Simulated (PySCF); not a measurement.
H2Cl3F3Si3, SMILES Cl[Si](Cl)(Cl)[SiH2][Si](F)(F)F at its GFN2-xTB optimised geometry (Å):

```
11

F      1.1596     1.2621     2.9322
Si     2.1867     0.8602     1.7874
F      2.9007     2.2431     1.4679
F      3.3176     0.0911     2.5965
Si     1.2921    -0.2502     0.0000
Si    -1.0455    -0.2502     0.0000
Cl    -1.8066    -1.2179     1.6113
Cl    -1.7999     1.6328     0.0000
Cl    -1.7490    -1.1864    -1.6555
H      1.7992     0.3668    -1.2374
H      1.7999    -1.6328     0.0010
```

Calculation: PBE/def2-TZVP in PySCF. Cells within 0.4 Å of a nucleus heavier than hydrogen are left out (blank, or x).

Map of the electrostatic potential (hartree/e), clipped to [-0.08, 0.12] on the plane z = 1.2 Å:

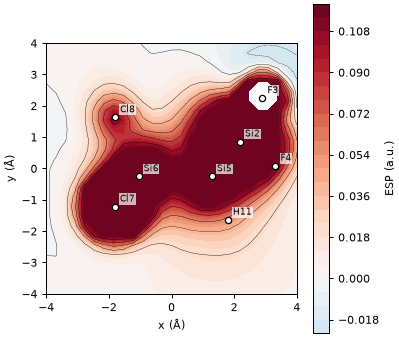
Fig. 1. Electrostatic potential (hartree/e), clipped to [-0.08, 0.12] on the plane z = 1.2 Å.
